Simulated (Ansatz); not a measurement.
# Single-point calculation of Pd2O2

Pd2O2, computed with RKS PBE0-D4/def2-TZVP (Ansatz 0.2.0).

The geometry comes from this level: r2SCAN-D4/def2-TZVP.

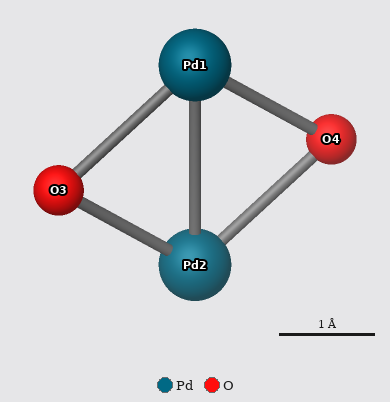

Figure 1. The structure as given in the input (ball-and-stick view, seen at a tilt; atoms are numbered from 1 in the order of the input). Sticks mark near contacts. Bond lengths as drawn: O–Pd 1.95 Å and Pd–Pd 2.34 Å.

Input:
```yaml
crystal:
  periodic: [false, false, false]
  atoms:
    - {symbol: Pd, position_ang: [-0.367654, 1.107803, -0.033184]}
    - {symbol: Pd, position_ang: [0.367670, -1.107878, 0.033186]}
    - {symbol: O, position_ang: [-1.482511, -0.490934, 0.036064]}
    - {symbol: O, position_ang: [1.482505, 0.490998, -0.036056]}
basis:
  gaussian: {orbitals: def2-TZVP, initial_orbitals: start.molden}
hamiltonian: {xc: pbe0, dispersion: d4}
scf: {omitted_lower_state_checks: [starts]}
output: {orbitals: {seedname: orbitals}}
```

Hardware: 4 threads of Intel Xeon, 31 GiB of memory available, shared host.

Command:
```bash
ansatz run in.yaml --threads 4 --pin off --events-out ev --progress --plain --max-ram 3916MiB
```

The program's output:
```
Functional definition: PBE0
  name "PBE0"
  cite "Adamo & Barone, J. Chem. Phys. 110, 6158 (1999) doi:10.1063/1.478522"
  cite "Perdew, Burke & Ernzerhof, Phys. Rev. Lett. 77, 3865 (1996) doi:10.1103/PhysRevLett.77.3865"
  parent pbe
  parameter a = 0.25
  parameter kappa = 0.804
  parameter beta = 0.06672455060314922
  exchange = (1 - a)*pbe_x(kappa = kappa, mu = beta*pi^2/3) + a*exact_x
  correlation = pbe_c(beta = beta)
these checks for a lower state are left out or cut short: starts
1112 factors; their error is unknown
mean field evaluation 1: about -11045.1617 eV, gradient 1.3e2 eV
mean field evaluation 2: about -11047.5273 eV, gradient 3.0e0 eV
mean field evaluation 4: about -11047.6696 eV, gradient 3.1e-1 eV
mean field evaluation 8: about -11047.6697 eV, gradient 2.3e-5 eV
mean field -11047.66973456 eV, -405.9943743657 hartree, gradient 2.3e-5 eV, S^2 0.000000; 0 other end points of the search recorded, 0 dependent functions left out
reference -11047.66978011 eV, -405.9943760393 hartree; 26, 26 occupied and 116, 116 virtual orbitals, 1112 factors
Total energy: -11047.78037095 eV, -405.9984401778 hartree
Checks for a lower state left out: starts
```

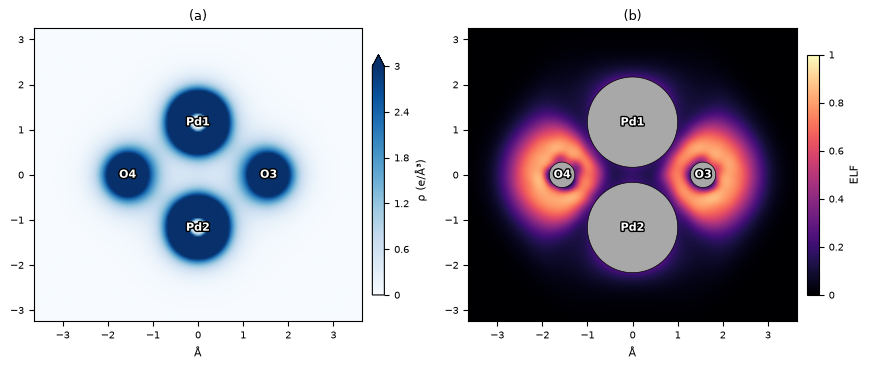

Figure 2. (a) total electron density; (b) electron localisation function on the molecular plane. Grey discs, where drawn, cover atomic cores. Pd–O (1.95 Å): ρ is about 0.96 e/Å³ halfway; the ELF peaks at about 0.75 in the valence shell of O, 0.6 Å from its nucleus, and drops to about 0.25 between the two atoms. Pd–Pd (2.34 Å): ρ is about 0.56 e/Å³ halfway; the ELF is about 0.20 at the midpoint.

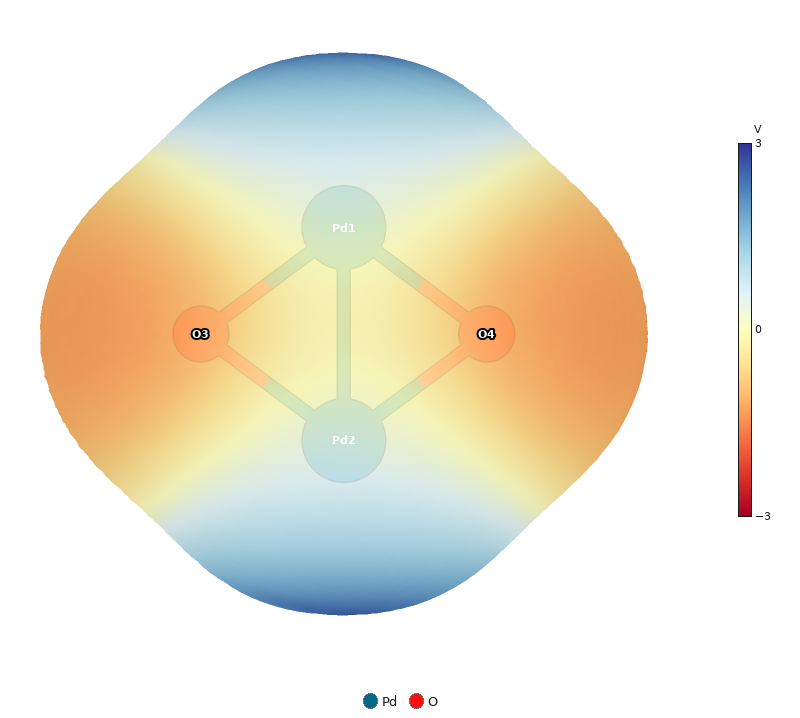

Figure 3. The electrostatic potential painted on the density surface at 0.001 e/bohr³, seen face on; the colour scale runs from red (negative) to blue (positive). A positive charge is drawn to the negative regions and a negative charge to the positive ones.

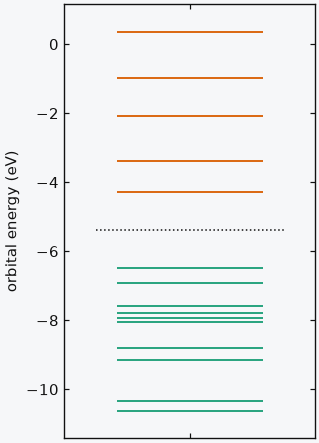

Figure 4. Orbital energies near the frontier; the dotted line parts filled from empty levels, and levels within 0.02 eV of each other stand side by side. Highest filled −6.49 eV, lowest empty −4.30 eV, 2.19 eV apart.

Results in brief:

- outcome: converged
- total energy: −11047.7804 eV
- mean-field energy: −11047.6698 eV
- dispersion energy: −0.1106 eV
- SCF solution under orbital rotations: stable
- HOMO: −6.49 eV
- LUMO: −4.30 eV
- wall time: 1.6 s (CPU time 5.6 s)
- peak memory: 0.3 GiB
